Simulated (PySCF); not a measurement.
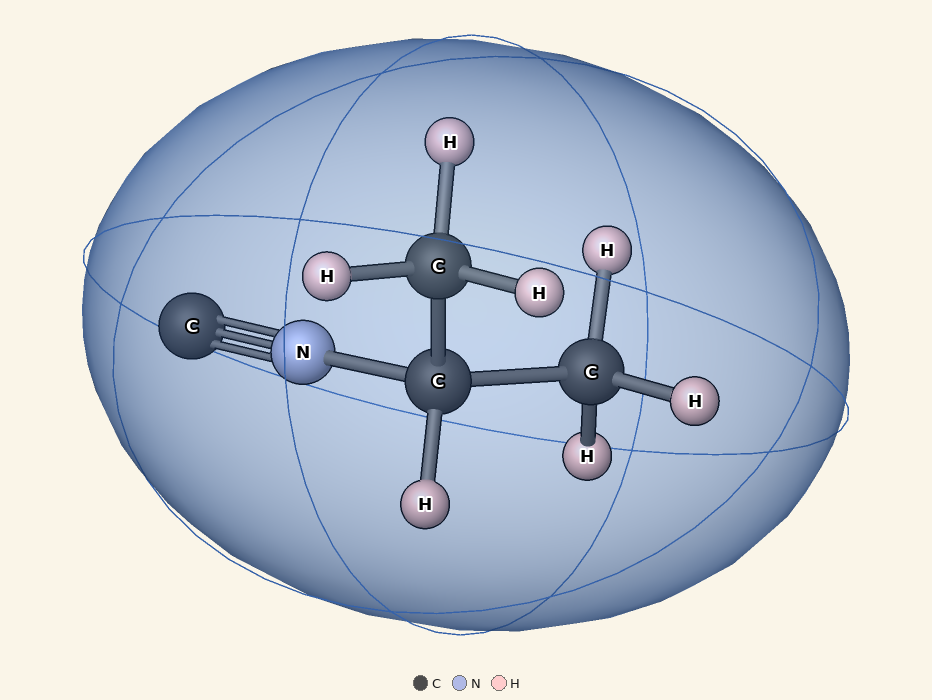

The ellipsoid shows the static dipole polarisability: its half-axes are proportional to the principal values. The geometry was computed by an optimisation with PBE0-D3(BJ)/def2-SVP. No frequency run is at hand to confirm it as a minimum. Level of theory: ωB97X-D/def2-SVPD (PySCF 2.14.0).

**Give the principal values, the mean and the anisotropy.**

Principal values 46.1, 51.6, 64.8 bohr³; mean 54.2 bohr³ (8.03 Å³); anisotropy 16.7 bohr³, so the longest axis is 1.41 times the shortest.
